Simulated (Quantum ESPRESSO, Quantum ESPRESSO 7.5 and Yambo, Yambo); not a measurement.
# Quasiparticle gap of SrTiO3 (Tausonite) in Yambo

How does a plane-wave GW calculation on SrTiO3 (Tausonite) run from the first input to the gap?

Program: Quantum ESPRESSO 7.5 and Yambo 5.3.0. Level of theory: PBE and many-body steps on it, plane waves. Results are calculated unless marked as measured.

**Experimental background.**

- Gap 3.77 eV: direct gap (M0 critical point); spectroscopic ellipsometry, second-derivative fit; 300 K; bulk crystal (commercial single crystal) (“Optical probe of ferroelectric order in bulk and thin film perovskite titanates”, 2013, arxiv:1309.1245).

This is a report of a sequence of runs, with most program output left out.

## (1) The starting structure

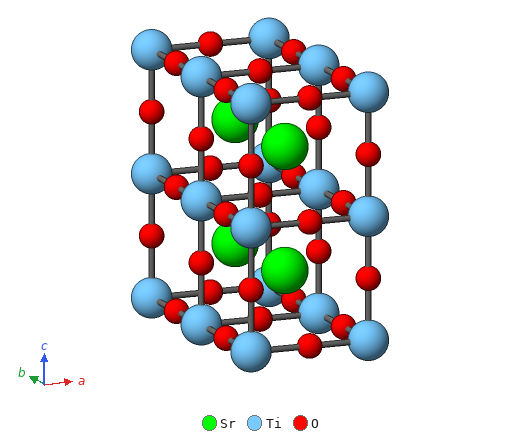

Start, viewed slightly off an axis; strontium green, titanium blue, oxygen red. 1×2×2 cells are drawn. Some periodic images of atoms are drawn too.

The cell and positions come from the Crystallography Open Database and are kept as given unless a step says otherwise.

## (2) Ground state

This step: Quantum ESPRESSO 7.5; DFT, PBE with spin-orbit coupling, plane waves, norm-conserving pseudopotentials.

The ground-state density comes first.

pw.in

```
&control
  calculation = 'scf'
  prefix = 'x'
  outdir = 'o'
  pseudo_dir = 'pseudo'
/
&system
  ibrav = 0
  nat = 5
  ntyp = 3
  ecutwfc = 76.0
  nbnd = 52
  force_symmorphic = .true.
  noncolin = .true.
  lspinorb = .true.
/
&electrons
  conv_thr = 1e-10
  electron_maxstep = 80
  mixing_beta = 0.5
/
ATOMIC_SPECIES
  Sr 87.62 Sr.upf
  Ti 47.867 Ti.upf
  O 15.999 O.upf
CELL_PARAMETERS angstrom
  3.9052800000 0.0000000000 0.0000000000
  0.0000000000 3.9052800000 0.0000000000
  0.0000000000 0.0000000000 3.9052800000
ATOMIC_POSITIONS crystal
  Sr 0.5000000000 0.5000000000 0.5000000000
  Ti 0.0000000000 0.0000000000 0.0000000000
  O 0.5000000000 0.0000000000 0.0000000000
  O 0.0000000000 0.5000000000 0.0000000000
  O 0.0000000000 0.0000000000 0.5000000000
K_POINTS automatic
  6 6 6 0 0 0
```

The run is started by

```console
> OMP_NUM_THREADS=1 mpirun -n 4 pw.x -nk 4 -in pw.in > pw.out
```

Elapsed: 53 s, on 4 MPI ranks of Arm Neoverse V2, shared host; peak memory 0.68 GiB.

Numbers from this step:

| Item | Value |
| --- | --- |
| total energy | -3905.7490 eV |
| gap | 1.892 eV |
| k of the valence top | -0.5, -0.5, -0.5 |
| k of the conduction bottom | 0, 0, 0 |
| least direct gap | 2.231 eV |

The gap is indirect, with the least direct gap 0.34 eV higher.

## (3) Bands along the symmetry lines

The cheap functional maps the bands first; the places of the edges decide which points the dearer methods must see.

pw.in

```
&control
  calculation = 'bands'
  prefix = 'x'
  outdir = 'o'
  pseudo_dir = 'pseudo'
/
&system
  ibrav = 0
  nat = 5
  ntyp = 3
  ecutwfc = 76.0
  nbnd = 52
  force_symmorphic = .true.
  noncolin = .true.
  lspinorb = .true.
/
&electrons
  conv_thr = 1e-9
  electron_maxstep = 80
  diago_full_acc = .true.
  diago_thr_init = 5e-6
/
ATOMIC_SPECIES
  Sr 87.62 Sr.upf
  Ti 47.867 Ti.upf
  O 15.999 O.upf
CELL_PARAMETERS angstrom
  3.9052800000 0.0000000000 0.0000000000
  0.0000000000 3.9052800000 0.0000000000
  0.0000000000 0.0000000000 3.9052800000
ATOMIC_POSITIONS crystal
  Sr 0.5000000000 0.5000000000 0.5000000000
  Ti 0.0000000000 0.0000000000 0.0000000000
  O 0.5000000000 0.0000000000 0.0000000000
  O 0.0000000000 0.5000000000 0.0000000000
  O 0.0000000000 0.0000000000 0.5000000000
K_POINTS crystal
  50
  0.00000000 0.00000000 0.00000000 1
  0.00000000 0.06250000 0.00000000 1
  0.00000000 0.12500000 0.00000000 1
  0.00000000 0.18750000 0.00000000 1
  0.00000000 0.25000000 0.00000000 1
  0.00000000 0.31250000 0.00000000 1
  0.00000000 0.37500000 0.00000000 1
  0.00000000 0.43750000 0.00000000 1
  0.00000000 0.50000000 0.00000000 1
  0.06250000 0.50000000 0.00000000 1
  0.12500000 0.50000000 0.00000000 1
  0.18750000 0.50000000 0.00000000 1
  0.25000000 0.50000000 0.00000000 1
  0.31250000 0.50000000 0.00000000 1
  0.37500000 0.50000000 0.00000000 1
  0.43750000 0.50000000 0.00000000 1
  0.50000000 0.50000000 0.00000000 1
  0.43750000 0.43750000 0.00000000 1
  0.37500000 0.37500000 0.00000000 1
  0.31250000 0.31250000 0.00000000 1
  0.25000000 0.25000000 0.00000000 1
  0.18750000 0.18750000 0.00000000 1
  0.12500000 0.12500000 0.00000000 1
  0.06250000 0.06250000 0.00000000 1
  0.00000000 0.00000000 0.00000000 1
  0.06250000 0.06250000 0.06250000 1
  0.12500000 0.12500000 0.12500000 1
  0.18750000 0.18750000 0.18750000 1
  0.25000000 0.25000000 0.25000000 1
  0.31250000 0.31250000 0.31250000 1
  0.37500000 0.37500000 0.37500000 1
  0.43750000 0.43750000 0.43750000 1
  0.50000000 0.50000000 0.50000000 1
  0.43750000 0.50000000 0.43750000 1
  0.37500000 0.50000000 0.37500000 1
  0.31250000 0.50000000 0.31250000 1
  0.25000000 0.50000000 0.25000000 1
  0.18750000 0.50000000 0.18750000 1
  0.12500000 0.50000000 0.12500000 1
  0.06250000 0.50000000 0.06250000 1
  0.00000000 0.50000000 0.00000000 1
  0.50000000 0.50000000 0.50000000 1
  0.50000000 0.50000000 0.43750000 1
  0.50000000 0.50000000 0.37500000 1
  0.50000000 0.50000000 0.31250000 1
  0.50000000 0.50000000 0.25000000 1
  0.50000000 0.50000000 0.18750000 1
  0.50000000 0.50000000 0.12500000 1
  0.50000000 0.50000000 0.06250000 1
  0.50000000 0.50000000 0.00000000 1
```

It took 41 s on 4 MPI ranks; peak memory 0.44 GiB; 2.7 min of CPU time.

Numbers from this step:

```yaml
gap: 1.892 eV
k_of_the_valence_top: 0.5, 0.5, 0.5
k_of_the_conduction_bottom: 0, 0, 0
least_direct_gap: 2.231 eV
```

The gap is 1.892 eV, as in the run before at this level.

The electronic bands at the labelled points (eV, zero at the top of the highest filled band):

```
    point  band 37  band 38  band 39  band 40  band 41  band 42  band 43  band 44
        Γ    -0.34    -0.34    -0.34    -0.34     1.89     1.89     1.89     1.89
        X    -0.75    -0.75    -0.72    -0.72     2.07     2.07     3.81     3.81
        M    -1.55    -1.55    -0.09    -0.09     3.82     3.82     3.84     3.84
        Γ    -0.34    -0.34    -0.34    -0.34     1.89     1.89     1.89     1.89
        R     0.00     0.00     0.00     0.00     4.50     4.50     4.50     4.50
        X    -0.75    -0.75    -0.72    -0.72     2.07     2.07     3.81     3.81
jump to R     0.00     0.00     0.00     0.00     4.50     4.50     4.50     4.50
        M    -1.55    -1.55    -0.09    -0.09     3.82     3.82     3.84     3.84
```

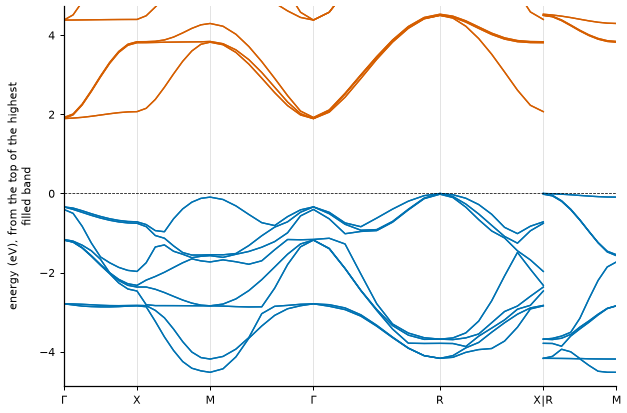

Electronic bands along the path; lines of filled and empty bands in two colours.

## (4) Empty states on the mesh, 4×4×4 mesh, 242 bands

The sums over transitions need many empty states on a uniform mesh; this step solves for them.

pw.in

```
&control
  calculation = 'nscf'
  prefix = 'x'
  outdir = 'o'
  pseudo_dir = 'pseudo'
/
&system
  ibrav = 0
  nat = 5
  ntyp = 3
  ecutwfc = 76.0
  nbnd = 242
  force_symmorphic = .true.
  noncolin = .true.
  lspinorb = .true.
/
&electrons
  conv_thr = 1e-9
  electron_maxstep = 80
  diago_full_acc = .true.
  diago_thr_init = 5e-6
/
ATOMIC_SPECIES
  Sr 87.62 Sr.upf
  Ti 47.867 Ti.upf
  O 15.999 O.upf
CELL_PARAMETERS angstrom
  3.9052800000 0.0000000000 0.0000000000
  0.0000000000 3.9052800000 0.0000000000
  0.0000000000 0.0000000000 3.9052800000
ATOMIC_POSITIONS crystal
  Sr 0.5000000000 0.5000000000 0.5000000000
  Ti 0.0000000000 0.0000000000 0.0000000000
  O 0.5000000000 0.0000000000 0.0000000000
  O 0.0000000000 0.5000000000 0.0000000000
  O 0.0000000000 0.0000000000 0.5000000000
K_POINTS automatic
  4 4 4 0 0 0
```

Elapsed: 78 s, on 4 MPI ranks; peak memory 1 GiB.

This step gave:

* gap: 1.892 eV
* k of the valence top: -0.5, -0.5, -0.5
* k of the conduction bottom: 0, 0, 0
* least direct gap: 2.231 eV
* k points computed: 10
* lowest point of the top converged band, above the valence top: 71.3577 eV

On this mesh the gap is 1.892 eV.

## (5) Conversion and set-up

This step: Yambo 5.3.0; conversion and set-up on PBE with spin-orbit coupling, plane waves, norm-conserving pseudopotentials.

The states are converted to the many-body program's format and the q mesh is built.

The run is started by

```console
> (cd o/x.save; p2y > p2y.log; mv SAVE ../..); yambo > setup.log
```

Elapsed: 3.7 s, on 1 MPI rank; peak memory 0.25 GiB.

## (6) Screening and self-energy, 4×4×4 mesh, 242 bands, screening to 136.1 eV

G0W0 replaces the xc potential by the self-energy, built once from these orbitals. Only a window of levels is corrected, while the sums run over the empty bands that the input names.

This step: G0W0 on PBE with spin-orbit coupling, plane waves, norm-conserving pseudopotentials.

gw4.in

```
HF_and_locXC
gw0
dyson
ppa
em1d
rim_cut
RandQpts= 1000000
RandGvec= 1 RL
EXXRLvcs= 76 Ry
VXCRLvcs= 304 Ry
Chimod= "HARTREE"
% BndsRnXp
 1 | 242 |
%
NGsBlkXp= 10 Ry
% LongDrXp
 1 | 1 | 1 |
%
% GbndRnge
 1 | 242 |
%
DysSolver= "n"
ExtendOut
PPAPntXp= 27.21138 eV
% QPkrange
 10 | 10 | 37 | 44 |
 1 | 1 | 37 | 44 |
%
```

The run is started by

```console
> OMP_NUM_THREADS=2 mpirun -n 2 yambo -F gw4.in -J gw4 -C gw4 > gw4.log
```

Elapsed: 9.3 min, on 2 MPI ranks; peak memory 1.8 GiB; 36 min of CPU time.

Numbers from this step:

| Item | Value |
| --- | --- |
| G0W0 gap on the points computed | 3.470 eV |
| starting gap on the mesh | 1.892 eV |
| k of the valence top | -0.5, -0.5, -0.5 |
| k of the conduction bottom | 0, 0, 0 |
| least direct G0W0 gap on the computed points | 3.815 eV |
| Z at the valence top | 0.7663 |
| Z at the conduction bottom | 0.7787 |

The gap on the mesh goes from 1.89 eV to 3.47 eV, a correction of +1.58 eV.

Limits: finite bands, cutoff and mesh; coarse k mesh. v1 is the top filled band, c1 the lowest empty one. Levels before and after the correction, in eV, zero at the valence-band top of each column:

```csv
,conduction bottom,valence top
Kohn-Sham,1.89,0.00
G0W0,3.47,0.00
```

```csv
,level,energy (eV)
Kohn-Sham,Γ v3-v1,-0.340
Kohn-Sham,Γ c1-c3,1.892
Kohn-Sham,(-0.5 -0.5 -0.5) v3-v1,0.000
Kohn-Sham,(-0.5 -0.5 -0.5) c1-c3,4.501
G0W0,Γ v3-v1,-0.345
G0W0,Γ c1-c3,3.470
G0W0,(-0.5 -0.5 -0.5) v3-v1,0.000
G0W0,(-0.5 -0.5 -0.5) c1-c3,6.333
```

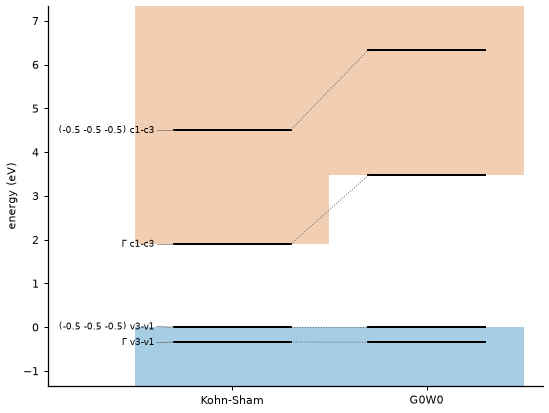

Levels before and after the correction. Shaded: valence and conduction bands.

## (7) Where the time went

Times are wall times on the hardware named with each run, good to a factor of about two.

| step | time | share | memory (GiB) |
| --- | --- | --- | --- |
| ground state | 53 s | 7 % | 0.68 |
| bands along the symmetry lines | 41 s | 6 % | 0.44 |
| empty states on the mesh | 78 s | 11 % | 1.0 |
| conversion and set-up | 3.7 s | 1 % | 0.25 |
| screening and self-energy | 9.3 min | 76 % | 1.8 |

## (8) Outcome

```json
{"PBE gap": "1.89 eV, indirect", "G0W0 gap on the mesh": "3.47 eV", "GW settings": "4×4×4 mesh, 242 bands, screening to 136.1 eV, Godby-Needs plasmon pole", "known limits": "not at the basis limit; coarse k mesh"}
```

**Reading.** G0W0 moves the gap on the mesh from 1.89 eV to 3.47 eV (+1.58 eV), with Z of 0.77 and 0.78 at the edges. Only 2 of the mesh's irreducible points were corrected, so a valley elsewhere could overtake. The dearest step here is «screening and self-energy». Against experiment, by G0W0@PBE: the direct gap of 3.82 eV lies +0.05 eV from the measured 3.77 eV (direct, 300 K, 2013). An exciton line or allowed optical edge lies below the quasiparticle gap by the binding energy; a forbidden edge can push the onset above it. The calculation has static nuclei and no excitons; a measured gap holds zero-point and thermal motion, which mostly lowers it. Bands and cutoff are finite, so the gap is not at the basis limit. The miss can reach some tenths of an eV and take either sign; the mesh is an error of its own. In the G0W0 run levels were corrected at 2 k points alone, so a gap called «on the mesh» is the least over those, and an edge elsewhere would be missed. The 4×4×4 mesh is coarse for this cell, which bears on the long-range parts of exchange and screening. This is the ideal cubic cell; many perovskites, halides above all, are cubic only on average, and local tilts or off-centring can widen the gap.

[Paths, hosts, dates, memory and timing lines, banners, echoed tables and standing remarks are left out of the program output.]

[Logs are printed without paths, hosts, clocks, repeated set-up lines and the standing remarks that a program may print on its own settings, such as how far it seeks lower states.]

[Runs of the session that timed out or met a known fault of the program may be left out.]

[Hosts, paths, dates, database ids (printed as entryN), source tags and the programs' standing remarks are cut or masked in the printed files.]
